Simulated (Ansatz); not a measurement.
# Tunnelling decay and corrugation (surface alloy): Ir(110)-(1x2)-Gd surface alloy; Ir(100)-(3x1)-Au surface alloy; and others

A simple barrier model says that the current falls as exp(−2κz) with κ = 0.512 √φ (Å⁻¹, φ in eV). How well does that hold over real surfaces, and how fast does atomic contrast fade as the tip draws back?

How it was computed: Ansatz 0.2.0, plane waves with PAW datasets (its set soft_2), functional as listed; relaxed slabs, Tersoff-Hamann images of the filled states within the window listed under the Fermi level. κ is fitted to the planar mean between 3 and 5 Å over the top atom; the model's barrier is the work function plus half the window. A setpoint is the mean density at the height named.

What came out:

| surface | functional | work function (eV) | window (eV) | κ, model (Å⁻¹) | κ, fitted (Å⁻¹) | near setpoint (Å): corrugation (Å) | far setpoint (Å): corrugation (Å) |
| --- | --- | --- | --- | --- | --- | --- | --- |
| Ir(110)-(1x2)-Gd surface alloy | PBE-D3(BJ) | 2.97 | 0.50 | 0.92 | 0.90 | 3: 0.805 | 4.5: 0.646 |
| Fe(110)-(rectangular two-atom cell)-Na surface alloy | LDA | 3.00 | 0.40 | 0.92 | 0.91 | 2.5: 0.038 | 4: 0.011 |
| V(100)-(2x1)-Bi surface alloy | PBEsol | 3.68 | 0.50 | 1.02 | 1.16 | 3: 0.430 | 5: 0.277 |
| Hf(0001)-(2x2)-Cu surface alloy | PBE | 3.91 | 0.40 | 1.04 | 1.05 | 3: 0.695 | 4.5: 0.386 |
| Fe(100)-c(2x2)-Pb surface alloy | PBE | 4.00 | 0.40 | 1.05 | 1.09 | 3: 0.453 | 4.5: 0.180 |
| Cr(110)-(rectangular two-atom cell)-Pb surface alloy | LDA | 4.12 | 0.30 | 1.06 | 1.21 | 3: 0.393 | 4.5: 0.194 |
| Fe(100)-p(2x2)-Pb surface alloy | LDA | 4.31 | 0.30 | 1.08 | 1.16 | 2.5: 1.068 | 4: 0.756 |
| Ni(110)-(1x2)-Sb surface alloy | LDA | 4.39 | 0.30 | 1.09 | 1.20 | 3: 0.546 | 4.5: 0.334 |
| Cu(110)-(2x1)-Sn surface alloy | LDA | 4.68 | 0.30 | 1.13 | 1.16 | 3: 1.062 | 5: 0.355 |
| Ir(100)-(3x1)-Au surface alloy | LDA | 5.78 | 0.50 | 1.26 | 1.33 | 2.5: 0.233 | 4: 0.078 |

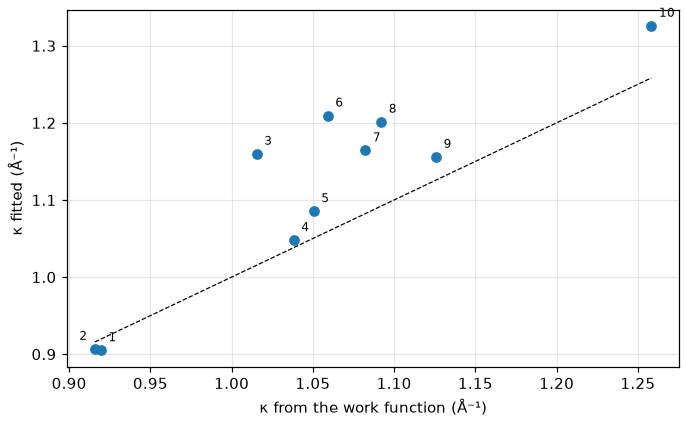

Fitted against model decay constants; points are numbered as the table's rows, and the dashed line marks equality.

What this shows: The fitted κ is 0.98 to 1.14 times the model's, and larger in 8 of 10. Momentum along the surface adds to κ² and raises it, while a barrier that has not reached its full height this near the surface lowers it. Worked for Ir(110)-(1x2)-Gd surface alloy: 0.512 × √(2.97 + 0.25) = 0.92 Å⁻¹; with the fitted 0.90 Å⁻¹ the current falls by exp(2 × 0.90) = 6.0 per Å. Where it is still over 0.005 Å at the far setpoint (10 rows), the corrugation falls by a factor of 1.2 to 2.3 per Å.

**Limits.** The model has an s-wave tip and no forces between tip and sample. Semilocal potentials reach the vacuum level too fast, without an image tail. The surfaces are built from prototypes and need not be the stable ones; functionals, windows and heights differ between rows (the narrowest window from 0.2 eV on is taken, and runs with charge in the vacuum are left out), and rows with Cr, Mn, Fe, Co, Ni or Gd rest on one magnetic start or none. The table is a selection: not every member that was run is listed.
